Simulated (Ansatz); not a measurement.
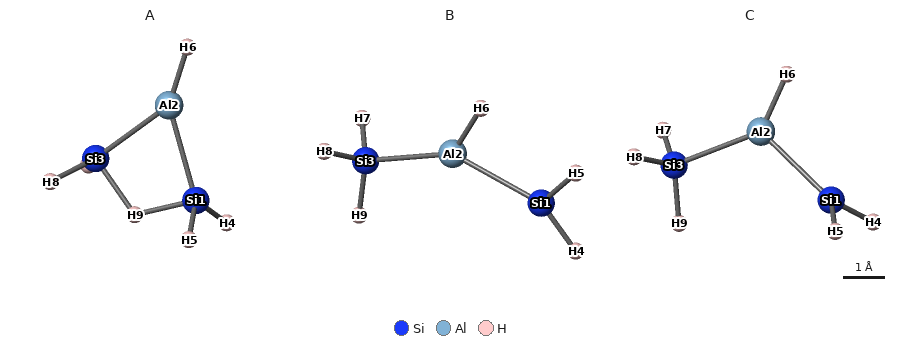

3 geometries from one relaxation of AlSi$_{2}$H$_{6}$ (charge +1), in shuffled order. A ball-and-stick model, seen at a tilt.

The run prepares an end point of a later path (torsion) calculation, from a guessed geometry.

These are results of RKS PBE-D4/def2-mTZVP (Ansatz 0.2.0), not measurements. Set-up: no spin polarisation; force threshold 0.015 eV/Å; at most 40 steps.

Q: Put them in the order of the run, from the start to the converged end.

A: B, C, A. They are steps 0, 13, 33, at +93.5 kJ/mol, +43.7 kJ/mol relative to the last. Over 32 accepted moves (33 points after the start) the energy falls by 93.5 kJ/mol. The largest force component goes from 0.39 to 0.0057 eV/Å. The line search rejected the trial step at point 29 of the run. The largest move after the best rigid fit is that of H5, 2.71 Å. By element the largest moves are H 2.71 Å, Al 1.30 Å, Si 1.18 Å. Near-neighbour distances that change, for instance: Si1–H9 5.015 → 1.697 Å, Si1–Si3 4.742 → 2.812 Å, Si3–H9 1.479 → 1.697 Å, Si1–Al2 2.555 → 2.451 Å. New bonds form, among them: Si1–H9 (5.02 → 1.70 Å). Bond angles that change, for instance: Si1–Al2–Si3 144.4° → 70.0°, Si1–Al2–H6 81.7° → 145.0°, Al2–Si1–H4 147.3° → 122.8°. Groups turn about Si1–Al2 by about 85°. The run took 31 s on 2 threads of Intel(R) Xeon(R) Platinum 8488C (Sapphire Rapids), on a shared host, peak memory 0.14 GiB.
